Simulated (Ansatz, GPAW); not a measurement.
# How Ag2IBr (model structure) absorbs and reflects light

Wanted: where Ag2IBr (model structure) starts to absorb, how strongly, and its refractive index. The cell was made here by substitution or stacking, whether or not such a phase is known. It was built so: 1 of the 2 Br atoms of the cell replaced by I in the P2_1/m structure of AgBr. The cell is first relaxed with Ansatz.

Main program and level: GPAW 26.7.0; DFT, PBE, plane-wave PAW (GPAW data sets), scalar-relativistic, RPA, optical limit.

## (1) The structure

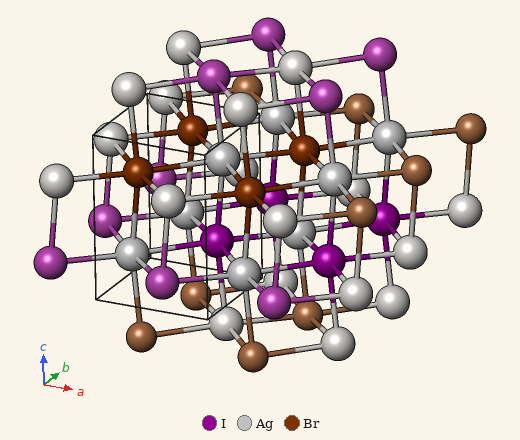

The cell as given, from a free direction (iodine purple, silver light grey, bromine brown). 2×2×1 cells are drawn. Some periodic images of atoms are drawn too.

## (2) Relaxation

The structure was built or cut out here, so it is relaxed before any spectrum is computed.

This step: DFT, PBE, plane-wave PAW, default files, scalar-relativistic, relaxation (Ansatz 0.2.0).

Contents of input.yaml:

```yaml
crystal:
  lattice:
    - [4.24483432, 0.0, 0.0]
    - [0.0, 4.28875716, 0.0]
    - [-0.12094316, 0.0, 6.03318861]
  atoms:
    - { symbol: I, position: [0.723132, 0.75, 0.255405] }
    - { symbol: Ag, position: [0.208525, 0.25, 0.239883] }
    - { symbol: Ag, position: [0.791475, 0.75, 0.760117] }
    - { symbol: Br, position: [0.276868, 0.25, 0.744595] }
kpoints:
  mp_grid: { grid: [5, 5, 4] }
scf:
  occupations: { method: fermi_dirac, width: 0.05 }
hamiltonian:
  xc: pbe
output:
  forces: true
  stress: true
relax:
  f_tol: 0.02
  max_steps: 50
  cell: {}
```

Started as:

```
$ ansatz run input.yaml --threads 1 --pin off --max-ram 4096MiB --backend cpu --events-out ev --progress --plain --runs-dir out
```

Numbers of over 12 decimals in the logs are rounded to 6 here.

What it wrote:

```text
Engine: ansatz 0.2.0, aarch64-unknown-linux-gnu
Pseudopotentials: kind: paw
Pseudopotential: I, paw, valence charge 17, recommended cutoff 420 eV (normal), I.paw.azcp
Pseudopotential: Ag, paw, valence charge 19, recommended cutoff 420 eV (normal), Ag.paw.azcp
Pseudopotential: Br, paw, valence charge 7, recommended cutoff 420 eV (normal), Br.paw.azcp
Functional definition: PBE
  parameter kappa = 0.804
  parameter beta = 0.066725
  exchange = pbe_x(kappa = kappa, mu = beta*pi^2/3)
  correlation = pbe_c(beta = beta)
Crystal: 4 atoms, lattice volume = 109.835 Å³
Basis set: ecut = 420 eV, 2151 PW (Γ), exchange–correlation on 60×60×90 points (8 copies of the dense FFT grid, shifted against one another)
Bands: 38, of which v1, the nominal top of the filled ones, is band 31 counted from 1 (30 counted from 0)
Symmetry: 2 space group operations
Space group: Pm (ITA 6), of the structure as read, at distance tolerance 4.8e-5 Å
k-points: 33 of 100 (time reversal used)
Non-local potential: I, projectors of the file, l = 0: 2, l = 1: 2, l = 2: 2, l = 3: 2
Non-local potential: Ag, projectors of the file, l = 0: 3, l = 1: 2, l = 2: 2, l = 3: 1
Non-local potential: Br, projectors of the file, l = 0: 2, l = 1: 2, l = 2: 2
PAW form: soft (Blöchl's): semilocal exchange-correlation on the pseudo side does not see the compensation charge
PAW one-centre angular grid: I, 590 points (default); XC on 64 Gauss nodes
PAW one-centre angular grid: Ag, 590 points (default); XC on 64 Gauss nodes
PAW one-centre angular grid: Br, 110 points (default); XC on 64 Gauss nodes
Initial density: superposition of atomic densities (neutral atoms: chi_scale 0, normalization atom), corrected by the library's trained network
Initial wavefunctions: pseudopotential atomic-orbital guess
Functional: x = pbe(κ = 0.804, μ = 0.219515), c = pbe(β = 0.066725)
SCF iter   1: F=—  HF=-25478.144372 eV  |F-HF|=—  |Δ(HF+E_count)|=         —  Δρ=6.04e-4  dr2=4.85e-4  ethr=1.77e-3  ⟨swp⟩=7.8  Hψ=5500  notcnv=0  defer=11
preconditioner: auto → Resta (q_TF=auto, 2.480 Å⁻¹)  ε∞=6.0  [insulator: Δε(μ)=0.693 eV  Ē_g=9.541 eV  σ=0.050 eV  W_gap=1.00  n_scr=28 (ndim 8)  ℏωp=21.3 eV  f_vac=0.043  D(μ)=0.00/eV (n_scr^D=0)  ε∞_Penn≈6.0]
SCF iter   2: F=—  HF=-25478.145335 eV  |F-HF|=—  |Δ(HF+E_count)|=   9.63e-4  Δρ=4.38e-4  dr2=2.69e-4  ethr=7.83e-7  ⟨swp⟩=3.2  Hψ=2943  notcnv=0  defer=34
SCF iter   3: F=—  HF=-25478.145342 eV  |F-HF|=—  |Δ(HF+E_count)|=   7.22e-6  Δρ=1.88e-4  dr2=4.28e-5  ethr=4.34e-7  ⟨swp⟩=2.1  Hψ=1962  notcnv=0  defer=34
SCF iter   4: F=—  HF=-25478.145345 eV  |F-HF|=—  |Δ(HF+E_count)|=   3.43e-6  Δρ=6.11e-5  dr2=3.94e-6  ethr=6.90e-8  ⟨swp⟩=2.0  Hψ=1888  notcnv=0  defer=34
SCF iter   5: F=—  HF=-25478.145347 eV  |F-HF|=—  |Δ(HF+E_count)|=   1.28e-6  Δρ=2.90e-5  dr2=8.60e-7  ethr=6.35e-9  ⟨swp⟩=2.2  Hψ=1700  notcnv=0  defer=34
SCF iter   6: F=-25478.145347 eV  HF=-25478.145347 eV  |F-HF|=4.80e-8  |Δ(HF+E_count)|=   2.91e-7  Δρ=1.00e-5  dr2=9.53e-8  ethr=1.61e-10  ⟨swp⟩=3.4  Hψ=5623  notcnv=0
SCF 1 converged in 6 iterations: F = -25478.145347 eV  dr2 = 9.53e-8
  greatest PAW one-centre occupation: 1.000 electrons in one spin orbital (limit 2), on the Ag atom at site 1 (counted from 0), in its partial waves of l = 0
relax step   1: F+E_penalty+E_count = -25478.14534690 eV  Δ(F+E_penalty+E_count) = +0.000e0 eV  max|allowed force component| = 9.661e-2 eV/Å  Δτ_max = 0.0000 Å  P = -0.456 GPa  Ω = 109.835 Å³  (6 SCF iters, dr2 threshold 1.00e-7 eV, accepted)
Crystal: 4 atoms, lattice volume = 108.780 Å³
Basis set: ecut = 420 eV, 2119 PW (Γ), exchange–correlation on 60×60×90 points (8 copies of the dense FFT grid, shifted against one another)
Initial density: handed on by an earlier stage of this run
Initial wavefunctions: those handed on with the density
iter 1 solved again at ethr=7.56e-5 eV; its pass at ethr=3.10e-3 eV (dr2=4.69e-2 eV) is discarded
SCF iter   1: F=—  HF=-25478.175936 eV  |F-HF|=—  |Δ(HF+E_count)|=         —  Δρ=5.76e-3  dr2=4.83e-2  ethr=7.56e-5  ⟨swp⟩=2.2  Hψ=6344  notcnv=0
preconditioner: auto → Resta (q_TF=auto, 2.484 Å⁻¹)  ε∞=6.0  [insulator: Δε(μ)=0.705 eV  Ē_g=9.599 eV  σ=0.050 eV  W_gap=1.00  n_scr=28 (ndim 8)  ℏωp=21.4 eV  f_vac=0.042  D(μ)=0.00/eV (n_scr^D=0)  ε∞_Penn≈6.0]
SCF iter   2: F=—  HF=-25478.163064 eV  |F-HF|=—  |Δ(HF+E_count)|=   1.29e-2  Δρ=2.47e-3  dr2=7.84e-3  ethr=7.56e-5  ⟨swp⟩=3.0  Hψ=2210  notcnv=0
SCF iter   3: F=—  HF=-25478.160955 eV  |F-HF|=—  |Δ(HF+E_count)|=   2.11e-3  Δρ=5.75e-4  dr2=1.56e-4  ethr=1.26e-5  ⟨swp⟩=2.1  Hψ=2161  notcnv=0
SCF iter   4: F=—  HF=-25478.161005 eV  |F-HF|=—  |Δ(HF+E_count)|=   5.03e-5  Δρ=1.83e-4  dr2=2.73e-5  ethr=2.52e-7  ⟨swp⟩=2.0  Hψ=1955  notcnv=0
SCF iter   5: F=—  HF=-25478.161002 eV  |F-HF|=—  |Δ(HF+E_count)|=   3.01e-6  Δρ=4.98e-5  dr2=3.10e-6  ethr=4.41e-8  ⟨swp⟩=2.0  Hψ=2204  notcnv=0
SCF iter   6: F=—  HF=-25478.161004 eV  |F-HF|=—  |Δ(HF+E_count)|=   1.24e-6  Δρ=2.12e-5  dr2=6.25e-7  ethr=6.45e-10  ⟨swp⟩=5.0  Hψ=4535  notcnv=0
SCF iter   7: F=-25478.161004 eV  HF=-25478.161004 eV  |F-HF|=4.20e-8  |Δ(HF+E_count)|=   3.58e-7  Δρ=4.86e-6  dr2=4.02e-8  ethr=6.45e-10  ⟨swp⟩=4.1  Hψ=4029  notcnv=0
SCF 2 converged in 7 iterations: F = -25478.161004 eV  dr2 = 4.02e-8
relax step   2: F+E_penalty+E_count = -25478.16100397 eV  Δ(F+E_penalty+E_count) = -1.566e-2 eV  max|allowed force component| = 7.129e-2 eV/Å  Δτ_max = 0.0913 Å  P = -0.023 GPa  Ω = 108.780 Å³  energy of the carried Pulay correction = +2.336e-4 eV  (7 SCF iters, dr2 threshold 4.00e-7 eV, accepted)
Crystal: 4 atoms, lattice volume = 108.764 Å³
Basis set: ecut = 420 eV, 2123 PW (Γ), exchange–correlation on 60×60×90 points (8 copies of the dense FFT grid, shifted against one another)
iter 1 solved again at ethr=4.46e-5 eV; its pass at ethr=3.10e-3 eV (dr2=2.77e-2 eV) is discarded
SCF iter   1: F=—  HF=-25478.176015 eV  |F-HF|=—  |Δ(HF+E_count)|=         —  Δρ=4.29e-3  dr2=2.75e-2  ethr=4.46e-5  ⟨swp⟩=2.2  Hψ=6343  notcnv=0
preconditioner: auto → Resta (q_TF=auto, 2.484 Å⁻¹)  ε∞=6.0  [insulator: Δε(μ)=0.732 eV  Ē_g=9.601 eV  σ=0.050 eV  W_gap=1.00  n_scr=28 (ndim 8)  ℏωp=21.4 eV  f_vac=0.043  D(μ)=0.00/eV (n_scr^D=0)  ε∞_Penn≈6.0]
SCF iter   2: F=—  HF=-25478.168523 eV  |F-HF|=—  |Δ(HF+E_count)|=   7.49e-3  Δρ=1.89e-3  dr2=4.81e-3  ethr=4.43e-5  ⟨swp⟩=2.0  Hψ=1838  notcnv=0
SCF iter   3: F=—  HF=-25478.167093 eV  |F-HF|=—  |Δ(HF+E_count)|=   1.43e-3  Δρ=3.98e-4  dr2=8.54e-5  ethr=7.76e-6  ⟨swp⟩=2.0  Hψ=1775  notcnv=0
SCF iter   4: F=—  HF=-25478.167079 eV  |F-HF|=—  |Δ(HF+E_count)|=   1.36e-5  Δρ=1.40e-4  dr2=1.77e-5  ethr=1.38e-7  ⟨swp⟩=2.0  Hψ=2212  notcnv=0
SCF iter   5: F=—  HF=-25478.167075 eV  |F-HF|=—  |Δ(HF+E_count)|=   4.01e-6  Δρ=3.67e-5  dr2=1.87e-6  ethr=2.86e-8  ⟨swp⟩=2.0  Hψ=2196  notcnv=0
SCF iter   6: F=—  HF=-25478.167076 eV  |F-HF|=—  |Δ(HF+E_count)|=   5.33e-7  Δρ=1.82e-5  dr2=4.46e-7  ethr=5.12e-10  ⟨swp⟩=5.0  Hψ=4523  notcnv=0
SCF iter   7: F=-25478.167076 eV  HF=-25478.167076 eV  |F-HF|=1.58e-8  |Δ(HF+E_count)|=   1.57e-7  Δρ=5.28e-6  dr2=1.89e-8  ethr=5.12e-10  ⟨swp⟩=4.1  Hψ=4029  notcnv=0
SCF 3 converged in 7 iterations: F = -25478.167076 eV  dr2 = 1.89e-8
relax step   3: F+E_penalty+E_count = -25478.16707608 eV  Δ(F+E_penalty+E_count) = -6.072e-3 eV  max|allowed force component| = 8.934e-3 eV/Å  Δτ_max = 0.0755 Å  P = -0.046 GPa  Ω = 108.764 Å³  energy of the carried Pulay correction = +2.372e-4 eV  (7 SCF iters, dr2 threshold 3.18e-7 eV, accepted)
[...]
relax step   4: F+E_penalty+E_count = -25478.16764784 eV  Δ(F+E_penalty+E_count) = -5.718e-4 eV  max|allowed force component| = 2.212e-3 eV/Å  Δτ_max = 0.0190 Å  P = +0.034 GPa  Ω = 108.550 Å³  energy of the carried Pulay correction = +2.849e-4 eV  (6 SCF iters, dr2 threshold 6.09e-8 eV, accepted)
[...]
relax step   5: F+E_penalty+E_count = -25478.16770109 eV  Δ(F+E_penalty+E_count) = -5.325e-5 eV  max|allowed force component| = 1.062e-3 eV/Å  Δτ_max = 0.0105 Å  P = +0.001 GPa  Ω = 108.647 Å³  energy of the carried Pulay correction = +2.633e-4 eV  (6 SCF iters, dr2 threshold 1.13e-8 eV, accepted)
Basis set: ecut = 420 eV, 2119 PW (Γ), exchange–correlation on 60×60×80 points (8 copies of the dense FFT grid, shifted against one another)
Initial wavefunctions: pseudopotential atomic-orbital guess (no wavefunctions were taken with the density)
iter 1 solved again at ethr=1.92e-7 eV; its pass at ethr=3.10e-3 eV (dr2=1.19e-4 eV) is discarded
SCF iter   1: F=—  HF=-25478.166933 eV  |F-HF|=—  |Δ(HF+E_count)|=         —  Δρ=1.48e-4  dr2=7.27e-7  ethr=1.92e-7  ⟨swp⟩=4.0  Hψ=9081  notcnv=0
SCF iter   2: F=—  HF=-25478.167283 eV  |F-HF|=—  |Δ(HF+E_count)|=   3.50e-4  Δρ=7.50e-5  dr2=1.87e-7  ethr=1.17e-9  ⟨swp⟩=2.4  Hψ=2155  notcnv=0
SCF iter   3: F=—  HF=-25478.167413 eV  |F-HF|=—  |Δ(HF+E_count)|=   1.31e-4  Δρ=7.78e-6  dr2=1.16e-8  ethr=3.02e-10  ⟨swp⟩=2.0  Hψ=1777  notcnv=0
SCF iter   4: F=—  HF=-25478.167415 eV  |F-HF|=—  |Δ(HF+E_count)|=   1.04e-6  Δρ=6.53e-7  dr2=2.61e-10  ethr=1.87e-11  ⟨swp⟩=2.0  Hψ=2206  notcnv=0
SCF iter   5: F=—  HF=-25478.167415 eV  |F-HF|=—  |Δ(HF+E_count)|=   1.03e-9  Δρ=1.78e-7  dr2=4.76e-11  ethr=1.00e-12  ⟨swp⟩=5.0  Hψ=5021  notcnv=0
SCF iter   6: F=-25478.167415 eV  HF=-25478.167415 eV  |F-HF|=0.00e0  |Δ(HF+E_count)|=  8.00e-11  Δρ=6.87e-8  dr2=6.88e-12  ethr=1.00e-12  ⟨swp⟩=4.2  Hψ=4015  notcnv=0
SCF 6 converged in 6 iterations: F = -25478.167415 eV  dr2 = 6.88e-12
relax step   6: F+E_penalty+E_count = -25478.16741451 eV  Δ(F+E_penalty+E_count) = +2.866e-4 eV  max|allowed force component| = 1.055e-3 eV/Å  Δτ_max = 0.0000 Å  P = +0.001 GPa  Ω = 108.647 Å³  stress off target by 5.45e-3 GPa  SCF on the basis re-selected at this cell (its energy is not comparable with the rows above)  (6 SCF iters)
basis re-selected at this cell: Δ(F+E_penalty+E_count) = +2.866e-4 eV, ΔP = +0.001 GPa vs the last step (what re-selecting the basis moved, of the pressure what is left beyond the Pulay correction that the steps carried, after the strain that the cell walked since its last selection, with what the two solves' SCF thresholds leave and, on support functions, any second-order correction that the steps lacked; it is no measure of the basis error at this ecutwfc). The dense FFT grid was sized anew with the basis: this SCF ran on 30×30×40 points, the steps before it on 30×30×45, so part of this shift can come from that change (see relax.cell in the input reference). [rest of the remark cut]
SCF converged after 6 iterations
Free energy (F): -25478.167415 eV
Harris-Foulkes:  -25478.167415 eV  (|F-HF|=0.00e0)
Internal energy: -25478.167385 eV  (E = F + TS)
E sigma→0 (E₀):  -25478.167400 eV
Entropy (-TS):   -0.000029 eV (-0.007 meV/atom)
Fermi energy:    8.621286 eV
--- Per-component energies (eV) ---
  E_band       = -1088.669976
  E_kinetic    = 1377.159381
  E_local      = -8340.989667  (includes V_loc(G=0)·N_el)
  E_nonlocal   = 146.204067
  E_hartree    = 3843.065222
  E_xc         = -758.131329
  E_vxc        = -696.334371  (∫ρ·V_xc dr)
  E_paw        = -14873.286035  (= ΣΔE_a)
  E_vpaw       = -1260.840596  (= ΣTr[D̂ρ^β])
  E_aug_tail   = 0.000607  (compensation charges beyond the density's cutoff)
  E_ewald      = -6872.189632
  E_smearing   = -0.000029  (= −TS)
  E_closure    = 0.000000  (closes the sum)
  Σ components = -25478.167415   (vs F -25478.167415, Δ=0.00e0)
--- Forces (eV/Å), atoms counted from 1 ---
  atom   1  I      0.00043427    -0.00000000    -0.00011040
  atom   2  Ag     0.00052544    -0.00000000    -0.00000726
  atom   3  Ag    -0.00105464    -0.00000000     0.00003895
  atom   4  Br     0.00009491    -0.00000000     0.00007870
  max |Σ_I F_I| component: 1.36e-8 eV/Å
--- Stress (GPa, compression-positive) ---
        0.005448      -0.000000      -0.000018
       -0.000000      -0.004138      -0.000000
       -0.000018      -0.000000       0.002382
  P = ⅓ Tr σ = 0.0012 GPa (0.012 kbar)
--- Relaxed structure (5 steps of the walk, 5 accepted, 1 SCFs on fresh bases) ---
  F+E_penalty+E_count = -25478.16741451 eV   max|allowed force component| = 1.055e-3 eV/Å   (the final SCF, on the basis selected at the relaxed cell)
  cell:  # Å, volume = 108.6467 Å³
    - [4.276456, -9.632415348017083e-18, 0.043381]
    - [-9.732085442595593e-18, 4.278964, 1.5026364304887262e-17]
    - [-0.060187, 2.1412711355467348e-17, 5.936754]
  atoms:
    - { symbol: I, position: [0.748992, 0.750000, 0.250005] }
    - { symbol: Ag, position: [0.249101, 0.250000, 0.249998] }
    - { symbol: Ag, position: [0.752161, 0.750000, 0.750001] }
    - { symbol: Br, position: [0.249747, 0.250000, 0.749996] }
```

Wall time 2 min (1 thread of Arm Neoverse N1, shared host); peak memory 0.4 GiB.

Relaxation path:

```csv
step,energy less that of the first step (eV),largest force component (eV/Å),pressure (GPa),volume (Å³)
1,0.0000,0.0966,-0.46,109.83
2,-0.0157,0.0713,-0.02,108.78
3,-0.0217,0.0089,-0.05,108.76
4,-0.0223,0.0022,0.03,108.55
5,-0.0224,0.0011,0.00,108.65
6*,-0.0221,0.0011,0.00,108.65
```

Relaxation steps marked * repeat the geometry before them on a plane-wave basis chosen anew for their cell, so energy and pressure can jump there.

The run keeps the 2 symmetry operations that it works with, so distortions that break them were not tested.

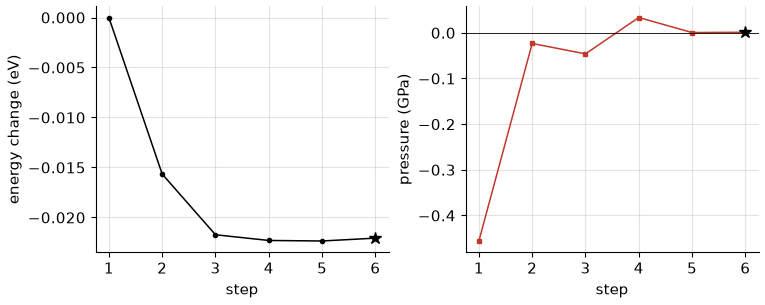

Energy and pressure along the relaxation. Stars mark steps on a basis chosen anew.

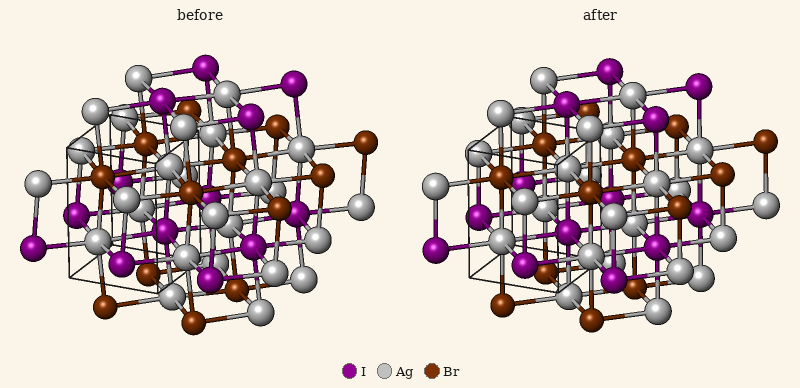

The structure before and after the relaxation, drawn at the same scale.

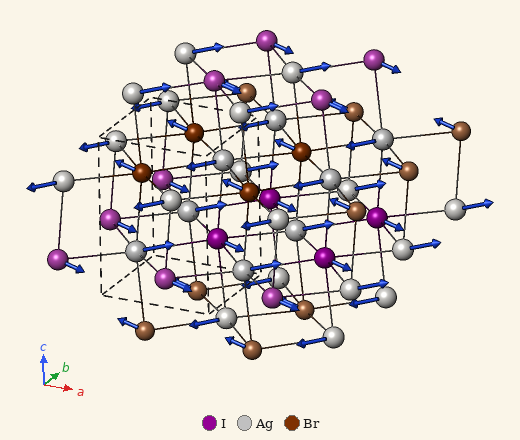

Displacements in the relaxation, exaggerated, measured against the changing cell; the longest in the cell stands for 0.18 Å. 2×2×1 cells are drawn. Some periodic images of atoms are drawn too.

```csv
cell as run,before,after,change
a (Å),4.245,4.277,+0.8 %
b (Å),4.289,4.279,-0.2 %
c (Å),6.034,5.937,-1.6 %
β (°),91.15,90.00,-1.3 %
volume (Å³/atom),27.46,27.16,-1.1 %
```

The atoms that moved most (Å, as changes of fractional coordinates times the final cell):

```csv
atom,dx,dy,dz,length
Ag2,0.173,0.000,0.062,0.184
Ag3,-0.168,0.000,-0.062,0.179
Br4,-0.116,0.000,0.031,0.120
I1,0.111,0.000,-0.031,0.115
```

The relaxed structure:

```
I Ag Br
1.0
     4.27646    0.00000    0.04338
     0.00000    4.27896    0.00000
    -0.06019    0.00000    5.93675
I Ag Br
1 2 1
Direct
  0.74899 0.75000 0.25001
  0.24910 0.25000 0.25000
  0.75216 0.75000 0.75000
  0.24975 0.25000 0.75000
```

The relaxation ends with a largest force component of 0.0011 eV/Å and a pressure of 0.00 GPa.

(Continued in part 2 of 2.)

[Machine, clock and banner lines and Python warnings are left out of the logs.]

[Logs are printed without paths, hosts, clocks, repeated set-up lines and the standing remarks that a program may print on its own settings, such as how far it seeks lower states.]

[Hosts, paths, dates, database ids (printed as entryN), source tags and the programs' standing remarks are cut or masked in the printed files.]
